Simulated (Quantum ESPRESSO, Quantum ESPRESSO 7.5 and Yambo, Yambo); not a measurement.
# SiC (F-43m): a self-consistent loop beyond G0W0, cycle by cycle

How far does self-consistency move the gap of SiC (F-43m)?

Program: Quantum ESPRESSO 7.5 and Yambo 5.3.0. Level of theory: PBE and many-body steps on it, plane waves. Results are calculated unless marked as measured.

**The experiments to reproduce.**

- Gap 2.39 eV: band gap at cryogenic temperature; bulk crystal (literature value) (quoted in “Silicon carbide diodes for neutron detection”, 2020, arxiv:2009.14696).

- Gap 2.4 eV: Tauc optical (indirect) gap of annealed polycrystalline 3C-SiC; UV-VIS spectroscopic ellipsometry, Tauc analysis; film (CVD ultrathin polycrystalline film, annealed, about 5 nm grains) (“On-Demand CMOS-Compatible Fabrication of Ultrathin Self-Aligned SiC Nanowire Arrays”, 2018, pmc:6267454).

## (1) The starting structure

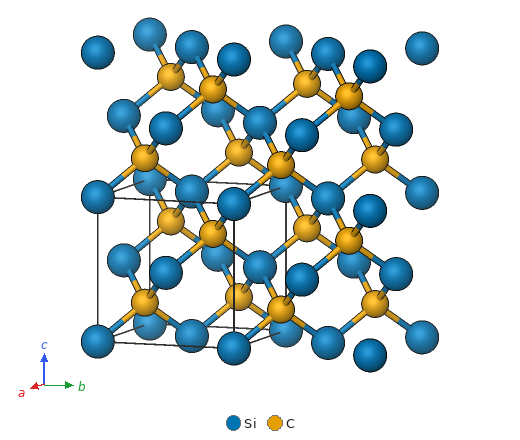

The cell as given, slightly off an axis (silicon blue, carbon orange). 1×2×2 cells are drawn. This picture shows the conventional cell, with its axes. Bonds to atoms that aren't drawn are left out. Some periodic images of atoms are drawn too.

Coordinates:

```cif
data_structure
_symmetry_space_group_name_H-M 'P 1'
_symmetry_Int_Tables_number 1
_cell_length_a 3.0816
_cell_length_b 3.0816
_cell_length_c 3.0816
_cell_angle_alpha 60.000
_cell_angle_beta 60.000
_cell_angle_gamma 60.000
_cell_volume 20.69
loop_
_atom_site_label
_atom_site_type_symbol
_atom_site_fract_x
_atom_site_fract_y
_atom_site_fract_z
_atom_site_occupancy
Si1 Si 0.00000 0.00000 0.00000 1
C2 C 0.25000 0.25000 0.25000 1
```

The cell and positions come from the Crystallography Open Database and are kept as given unless a step says otherwise.

## (2) Empty states on the mesh, 4×4×4 mesh, 90 bands

This step: Quantum ESPRESSO 7.5; DFT, PBE, plane waves, norm-conserving pseudopotentials.

The sums over transitions need many empty states on a uniform mesh; this step solves for them.

File pw.in:

```
&control
  calculation = 'nscf'
  prefix = 'x'
  outdir = 'o'
  pseudo_dir = 'pseudo'
/
&system
  ibrav = 0
  nat = 2
  ntyp = 2
  ecutwfc = 74.0
  nbnd = 90
  force_symmorphic = .true.
/
&electrons
  conv_thr = 1e-9
  electron_maxstep = 80
  diago_full_acc = .true.
  diago_thr_init = 5e-6
/
ATOMIC_SPECIES
  Si 28.085 Si.upf
  C 12.011 C.upf
CELL_PARAMETERS angstrom
  -0.0000000000 2.1790000000 2.1790000000
  2.1790000000 -0.0000000000 2.1790000000
  2.1790000000 2.1790000000 -0.0000000000
ATOMIC_POSITIONS crystal
  Si 0.0000000000 0.0000000000 0.0000000000
  C 0.2500000000 0.2500000000 0.2500000000
K_POINTS automatic
  4 4 4 0 0 0
```

Run with:

```sh
$ OMP_NUM_THREADS=1 mpirun -n 4 pw.x -nk 4 -in pw.in > pw.out
```

Log:

```text
Program PWSCF v.7.5 starts

     This program is part of the open-source Quantum ESPRESSO suite
     for quantum simulation of materials; please cite
         "P. Giannozzi et al., J. Phys.:Condens. Matter 21 395502 (2009);
         "P. Giannozzi et al., J. Phys.:Condens. Matter 29 465901 (2017);
         "P. Giannozzi et al., J. Chem. Phys. 152 154105 (2020);
     in publications or presentations arising from this work. More details at

     Atomic positions and unit cell read from directory:
     o/x.save/

     Message from routine setup:
[...]
145.2228 145.9900

          k =-0.3536-0.3536 0.3536 (  1502 PWs)   bands (ev):

[...]
123.4968 124.9143 124.9143 125.8110 125.8110 126.4180 131.4412 131.4412
   135.5432 137.9082 141.3415 142.0679 142.0679 143.5491 143.5491 144.2158
   145.0731 147.0151

          k = 0.3536 0.0000 0.0000 (  1491 PWs)   bands (ev):

     [... further k-points ...]

     highest occupied, lowest unoccupied level (ev):     9.4961   10.8574

     XML data file, pseudopotentials, collected wavefunctions

=------------------------------------------------------------------------------=
   JOB DONE.
=------------------------------------------------------------------------------=
```

Elapsed: 1.9 s, on 4 MPI ranks of Arm Neoverse V2, shared host; peak memory 0.05 GiB; 7.4 s of CPU time.

This step gave:

* gap: 1.361 eV
* k of the valence top: 0, 0, 0
* k of the conduction bottom: 0, -0.5, -0.5
* least direct gap: 4.553 eV
* k points computed: 8
* lowest point of the top converged band, above the valence top: 128.6364 eV

On this mesh the gap is 1.361 eV.

The density comes from a self-consistent run that is not shown.

## (3) Conversion and set-up

This step: Yambo 5.3.0; conversion and set-up on PBE, plane waves, norm-conserving pseudopotentials.

The states are converted to the many-body program's format and the q mesh is built.

Run with:

```sh
$ (cd o/x.save; p2y > p2y.log; mv SAVE ../..); yambo > setup.log
```

Log:

```text
 Yambo, version 5.3.0

 [02] CORE Variables Setup
 =========================

  [02.01] Unit cells
  ==================

  Cell kind             :  FCC
  Atoms in the cell     :  Si  C
  number of Si atoms    :  1
  number of C  atoms    :  1

  List of atomic masses
  Mass of Si    :  28.08500
  Mass of C     :  12.01100

  List of atomic coordinates    : [cc]
  Si1       :  0.000000  0.000000  0.000000  order 1
  C1       :  2.058857  2.058857  2.058857  order 2

  Alat factors          :  4.117713  4.117713  4.117713 [a.u.]
  Direct lattice volume :  139.6363 [a.u.]
[...]
==========================================

 IBZ Q-points                                      :   8
 BZ  Q-points                                      :   64

 K/Q-points units:
 rlu = crystal or reduced units; cc = cartesian coordinates; iku = interal k-units

 Q [1]          [rlu]:  0.000000  0.000000  0.000000
 Q [2]          [rlu]: -0.86518E-17 -0.86518E-17  0.25000
 Q [3]          [rlu]:  0.17304E-16  0.17304E-16 -0.50000
[...]
Q [7]          [rlu]: -0.47188E-17 -0.50000     -0.50000
 Q [8]          [rlu]:  0.250000 -0.500000 -0.250000

  [03.01] X indexes
  =================

   [03.01.01] Sigma indexes
   ========================

 [06] Game Over & Game summary
```

Run time: 1.8 s. Hardware: 1 MPI rank; peak memory 0.23 GiB.

## (4) G0W0

G0W0 replaces the xc potential by the self-energy, built once from these orbitals. Only a window of levels is corrected, while the sums run over the empty bands that the input names.

This step: G0W0 on PBE, plane waves, norm-conserving pseudopotentials.

File gw1.in:

```
HF_and_locXC
gw0
dyson
ppa
em1d
rim_cut
RandQpts= 1000000
RandGvec= 1 RL
EXXRLvcs= 74 Ry
VXCRLvcs= 296 Ry
Chimod= "HARTREE"
% BndsRnXp
 1 | 90 |
%
NGsBlkXp= 15.5 Ry
% LongDrXp
 1 | 1 | 1 |
%
% GbndRnge
 1 | 90 |
%
DysSolver= "n"
ExtendOut
PPAPntXp= 27.21138 eV
% QPkrange
 1 | 8 | 1 | 8 |
%
```

Run with:

```sh
$ OMP_NUM_THREADS=1 mpirun -n 4 yambo -F gw1.in -J gw1 -C gw1 > gw1.log
```

Log:

```text
 Yambo, version 5.3.0

 [02] CORE Variables Setup
 =========================

  [... cell, symmetries and grids as in the set-up ...]

  [02.05] Energies & Occupations
  ==============================

  [X] === General ===
  [X] Electronic Temperature                        :  0.000000  0.000000 [eV K]
  [X] Bosonic    Temperature                        :  0.000000  0.000000 [eV K]
  [X] Finite Temperature mode                       : no
  [X] El. density                                   :  0.38662E+24 [cm-3]
  [X] Fermi Level                                   :  9.496076 [eV]

  [X] === Gaps and Widths ===
  [X] Conduction Band Min                           :  1.361350 [eV]
  [X] Valence Band Max                              :  0.000000 [eV]
  [X] Filled Bands                                  :   4
  [X] Empty Bands                                   :    5   90
  [X] Direct Gap                                    :  4.552957 [eV]
  [X] Direct Gap localized at k                     :   7
  [X] Indirect Gap                                  :  1.361350 [eV]
  [X] Indirect Gap between kpts                     :   1   7
  [X] Last valence band width                       :  4.691459 [eV]
  [X] 1st conduction band width                     :  4.862001 [eV]

 [03] Transferred momenta grid and indexing
 ==========================================

 IBZ Q-points                                      :   8
 BZ  Q-points                                      :   64

 K/Q-points units:
 rlu = crystal or reduced units; cc = cartesian coordinates; iku = interal k-units

 Q [1]          [rlu]:  0.000000  0.000000  0.000000
 Q [2]          [rlu]: -0.86518E-17 -0.86518E-17  0.25000
 Q [3]          [rlu]:  0.17304E-16  0.17304E-16 -0.50000
 Q [4]          [rlu]:  0.23594E-17  0.25000      0.25000
 Q [5]          [rlu]:  0.14582E-17  0.25000      0.50000
 Q [6]          [rlu]: -0.93719E-16  0.25000     -0.25000
 Q [7]          [rlu]: -0.47188E-17 -0.50000     -0.50000
 Q [8]          [rlu]:  0.250000 -0.500000 -0.250000

 [04] Coloumb potential Random Integration (RIM)
 ===============================================

  [04.01] RIM initialization
  ==========================

  * Diagonal components only detected *

  8 x (sBL volume)        :  0.222050 [a.u.]
  sBZ random points       :  1000000
  Points outside the sBZ  :   7996195
  RL volume               :  1.776402 [a.u.]
  Integrated volume       :  1.777248 [a.u.]

  [04.02] RIM integrals
  =====================

  Gamma point sphere radius             :  0.109842 [a.u.]
  Points outside the sphere             :   799659
  [Int_sBZ(q=0) 1/q^2]*(Vol_sBZ)^(-1/3) =:  7.764404
                                 should be <:  7.795600

  Summary of Coulomb integrals for non-metallic bands |Q|[au] RIM/Bare

  Q [1] 0.100000E-4 0.995998 * Q [2] 0.330365 1.064860
  Q [4] 0.381473 1.063764 * Q [6] 0.539484 1.026684
  Q [5] 0.632601 1.019317 * Q [3] 0.660731 1.017217
  Q [7] 0.762946 1.013693 * Q [8] 0.853000 1.010740

 [05] Dipoles
 ============

  [05.01] Setup: observables and procedures
  =========================================

 [06] Dynamic Dielectric Matrix (PPA)
 ====================================

 [WR./gw1//ndb.pp]---------------------------------------------------------------
  Brillouin Zone Q/K grids (IBZ/BZ)                :    8   64    8   64
  RL vectors                                       :  1917 [WF]
  Coulomb cutoff potential                         : none
  Electronic Temperature                           :  0.000000 [K]
  Bosonic    Temperature                           :  0.000000 [K]
  PPA    diel. fun.  energies                      : Perdew, Burke & Ernzerhof(X)+Perdew, Burke & Ernzerhof(C)
  wavefunctions                                    : Perdew, Burke & Ernzerhof(X)+Perdew, Burke & Ernzerhof(C)
  Global Gauge                                     : length
  X matrix size                                    :  181
  X band range                                     :    1   90
  X e/h energy range                               : -1.000000 -1.000000 [eV]
  X Time ordering                                  : R
  X Hxc Kernel                                     : HARTREE
  X Drude frequency                                :  0.000000  0.000000
  X poles                                          :  100.0000 [o/o]
  RL vectors in the sum                            :  1917
  [r,Vnl] included                                 : yes
  Field direction                                  :  0.577350E-5  0.577350E-5  0.577350E-5
  BZ energy Double Grid                            : no
  BZ energy DbGd points                            : 0
  BZ Q point size factor                           : -1.000000
  X Optical Averaged directions                    : none

 [07] Local Exchange-Correlation + Non-Local Fock
 ================================================

 [VXC] Plane waves :  12039
 [EXS] Plane waves :  1471

 QP @ state[ 1 ] K range:   1   8
 QP @ state[ 1 ] b range:   1   8

 [xc] Functional : Perdew, Burke & Ernzerhof(X)+Perdew, Burke & Ernzerhof(C)
 [xc] LIBXC used to calculate xc functional
  PP Number of Atomic Species                      :  2
  NLCC RL compoments                               :  12039
  PP Number of Atomic Species                      :  2
  NLCC RL compoments                               :  12039

 [xc] E_xc :  -3.053998 [Ha]
      E_xc :  -6.107995 [Ry]

  Local XC kind (lXC) : Perdew, Burke & Ernzerhof(X)+Perdew, Burke & Ernzerhof(C)
  Non-Local XC kind (nlXC) : Hartree-Fock

  Corrections @ K [1] :  [eV]
 <1|nlXC|1> = -21.69495 -0.17412E-16 <1|lXC|1> = -12.79238 -0.56645E-15
 <2|nlXC|2> = -17.57125 -0.13068E-16 <2|lXC|2> = -14.95033  0.18882E-15
 <3|nlXC|3> = -17.57099  0.66382E-17 <3|lXC|3> = -14.95033  0.10966E-22
 <4|nlXC|4> = -17.57121  0.16382E-16 <4|lXC|4> = -14.95033  0.18882E-15
 <5|nlXC|5> = -7.437648  0.67928E-17 <5|lXC|5> = -13.20450  0.43090E-21
 <6|nlXC|6> = -5.781087  0.40699E-17 <6|lXC|6> = -11.30885  0.59018E-16
[...]
Corrections @ K [2] :  [eV]
[...]
Corrections @ K [3] :  [eV]
[...]
Corrections @ K [4] :  [eV]
[...]
Corrections @ K [5] :  [eV]
[...]
[... 2 further k-points ...]
  Corrections @ K [8] :  [eV]
[...]
<6|nlXC|6> = -4.994243 -0.17615E-17 <6|lXC|6> = -11.39469  0.47206E-16
 <7|nlXC|7> = -6.732266  0.16680E-17 <7|lXC|7> = -13.42077 -0.18881E-15
 <8|nlXC|8> = -5.254734  0.38790E-18 <8|lXC|8> = -10.98467  0.82611E-16

  [07.01] Hartree-Fock occupations report
  =======================================

  [Hartree-Fock] === General ===
  [Hartree-Fock] Electronic Temperature             :  0.000000  0.000000 [eV K]
  [Hartree-Fock] Bosonic    Temperature             :  0.000000  0.000000 [eV K]
  [Hartree-Fock] Finite Temperature mode            : no
  [Hartree-Fock] El. density                        :  0.38662E+24 [cm-3]
  [Hartree-Fock] Fermi Level                        :  9.496076 [eV]

  [Hartree-Fock] === Gaps and Widths ===
  [Hartree-Fock] Conduction Band Min                :  5.601618 [eV]
  [Hartree-Fock] Valence Band Max                   : -2.620877 [eV]
  [Hartree-Fock] Filled Bands                       :   4
  [Hartree-Fock] Empty Bands                        :    5   90
  [Hartree-Fock] Direct Gap                         :  12.62425 [eV]
  [Hartree-Fock] Direct Gap localized at k          :   7
  [Hartree-Fock] Indirect Gap                       :  8.222495 [eV]
  [Hartree-Fock] Indirect Gap between kpts          :   1   7
  [Hartree-Fock] Last valence band width            :  5.916179 [eV]
  [Hartree-Fock] 1st conduction band width          :  6.388587 [eV]

 [08] Dyson equation: Newton solver
 ==================================

  [08.01] G0W0 (W PPA)
  ====================

  [  GW  ] Bands range     :    1   90
  [GW/PPA] G damping       :  0.100000 [eV]

  QP @ state[ 1 ] K range:   1   8
  QP @ state[ 1 ] b range:   1   8

   Sc/G bands                                       :    1   90
   Sc/G damping                                     :  0.100000 ev
   Sc bands terminator                              : no
   Sx RL components                                 :  1471

   QP @ state[ 1 ] K range                          :   1   8
   QP @ state[ 1 ] b range                          :   1   8
   GF energies kind                                 : Perdew, Burke & Ernzerhof(X)+Perdew, Burke & Ernzerhof(C)
   GF WF`s kind                                     : Perdew, Burke & Ernzerhof(X)+Perdew, Burke & Ernzerhof(C)
   Xs energies kind                                 : Perdew, Burke & Ernzerhof(X)+Perdew, Burke & Ernzerhof(C)
   Xs WF`s kind                                     : Perdew, Burke & Ernzerhof(X)+Perdew, Burke & Ernzerhof(C)

 [11] Game Over & Game summary
```

Elapsed: 100 s, on 4 MPI ranks; peak memory 1.2 GiB.

This step gave:

```
G0W0 gap on the mesh                         : 2.070 eV
starting gap on the mesh                     : 1.361 eV
k of the valence top                         : 0, 0, 0
k of the conduction bottom                   : 0, -0.5, -0.5
least direct G0W0 gap on the computed points : 5.581 eV
Z at the valence top                         : 0.7973
Z at the conduction bottom                   : 0.8240
```

The gap on the mesh goes from 1.36 eV to 2.07 eV, a correction of +0.71 eV.

## (5) evGW0, cycle 1

This step: evGW0 on PBE, plane waves, norm-conserving pseudopotentials.

gw2.in, as its differences from gw1.in of step 4:

```diff
@@ -27 +27,2 @@
 %
+GfnQPdb= "E < ./gw1/ndb.QP"
```

Run with:

```sh
$ OMP_NUM_THREADS=1 mpirun -n 4 yambo -F gw2.in -J gw2,gw1_W -C gw2 > gw2.log
```

Log:

```text
 Yambo, version 5.3.0

 [02] CORE Variables Setup
 =========================

  [... cell, symmetries and grids as in the set-up ...]

  [02.05] Energies & Occupations
  ==============================

  [X] === General ===
  [X] Electronic Temperature                        :  0.000000  0.000000 [eV K]
  [X] Bosonic    Temperature                        :  0.000000  0.000000 [eV K]
  [X] Finite Temperature mode                       : no
  [X] El. density                                   :  0.38662E+24 [cm-3]
  [X] Fermi Level                                   :  9.496076 [eV]

  [X] === Gaps and Widths ===
  [X] Conduction Band Min                           :  1.361350 [eV]
  [X] Valence Band Max                              :  0.000000 [eV]
  [X] Filled Bands                                  :   4
  [X] Empty Bands                                   :    5   90
  [X] Direct Gap                                    :  4.552957 [eV]
  [X] Direct Gap localized at k                     :   7
  [X] Indirect Gap                                  :  1.361350 [eV]
  [X] Indirect Gap between kpts                     :   1   7
  [X] Last valence band width                       :  4.691459 [eV]
  [X] 1st conduction band width                     :  4.862001 [eV]

 [03] Transferred momenta grid and indexing
 ==========================================

 IBZ Q-points                                      :   8
 BZ  Q-points                                      :   64

 K/Q-points units:
 rlu = crystal or reduced units; cc = cartesian coordinates; iku = interal k-units

 Q [1]          [rlu]:  0.000000  0.000000  0.000000
 Q [2]          [rlu]: -0.86518E-17 -0.86518E-17  0.25000
 Q [3]          [rlu]:  0.17304E-16  0.17304E-16 -0.50000
[...]
[G+QP] Direct Gap localized at k                  :   7
  [G+QP] Indirect Gap                               :  2.069607 [eV]
  [G+QP] Indirect Gap between kpts                  :   1   7
  [G+QP] Last valence band width                    :  5.057922 [eV]
  [G+QP] 1st conduction band width                  :  5.057884 [eV]

  [coarse-grid] Minimum Bare Gap        [ev]:  1.361350
  [coarse-grid] Minimum Gap Correction  [ev]:  0.708257

  Eqp @ K [1]
   -15.6785    -0.110034E-3   0.00000    -0.878912E-4   7.12740      8.19091      8.19094      8.19082
  Eqp @ K [2]
  -14.53574  -4.65225  -0.67948  -0.67932   6.86995   8.85954   8.85942  10.51359
  Eqp @ K [3]
  -12.31734  -9.05620  -1.18030  -1.18036   6.32941   8.18620   8.18618  11.14664
  Eqp @ K [4]
  -14.11751  -3.63453  -2.14315  -2.14286   4.82595   7.35274  11.66265  11.66265
  Eqp @ K [5]
  -11.88179  -7.46910  -4.28519  -2.55467   4.56459   9.09890  11.54917  11.57812
  [... 2 further k-points ...]
  Eqp @ K [8]
  -10.66582  -7.47040  -5.37429  -5.05801   6.22260  10.34704  10.76697  10.74251

 [07] Dipoles
 ============

  [07.01] Setup: observables and procedures
  =========================================

 [08] Dynamic Dielectric Matrix (PPA)
 ====================================

   Sc/G bands                                       :    1   90
   Sc/G damping                                     :  0.100000 ev
   Sc bands terminator                              : no
   Sx RL components                                 :  1471

   QP @ state[ 1 ] K range                          :   1   8
   QP @ state[ 1 ] b range                          :   1   8
   GF energies kind                                 : Perdew, Burke & Ernzerhof(X)+Perdew, Burke & Ernzerhof(C)+ E < ./gw1/ndb.QP + @E Fit
   GF WF`s kind                                     : Perdew, Burke & Ernzerhof(X)+Perdew, Burke & Ernzerhof(C)
   Xs energies kind                                 : Perdew, Burke & Ernzerhof(X)+Perdew, Burke & Ernzerhof(C)
   Xs WF`s kind                                     : Perdew, Burke & Ernzerhof(X)+Perdew, Burke & Ernzerhof(C)

 [13] Game Over & Game summary
```

Run time: 92 s. Hardware: 4 MPI ranks; peak memory 1.1 GiB.

This step gave:

| Property | Result |
| --- | --- |
| quasiparticle gap on the mesh | 2.148 eV |
| gap of the density functional on the mesh | 1.361 eV |
| k of the valence top | 0, 0, 0 |
| k of the conduction bottom | 0, -0.5, -0.5 |
| least direct quasiparticle gap on the computed points | 5.704 eV |
| Z at the valence top | 0.8010 |
| Z at the conduction bottom | 0.8317 |

Against G0W0 in Yambo (4×4×4 mesh, 90 bands, screening to 210.9 eV, Godby-Needs plasmon pole), the gap moves by +0.079 eV.

The program's own table gives 2.268 eV, which is too large where the input levels are shifted: this version takes Σc at the unshifted level E₀, yet steps from the shifted one. The value above is the Newton step from E₀, E₀ + Z(Σc + Σx − Vxc), rebuilt from the printed columns.

(Continued in part 2 of 2.)

[Paths, hosts, dates, memory and timing lines, banners, echoed tables and standing remarks are left out of the program output.]

[Logs are printed without paths, hosts, clocks, repeated set-up lines and the standing remarks that a program may print on its own settings, such as how far it seeks lower states.]

[Runs of the session that timed out or met a known fault of the program may be left out.]

[Hosts, paths, dates, database ids (printed as entryN), source tags and the programs' standing remarks are cut or masked in the printed files.]
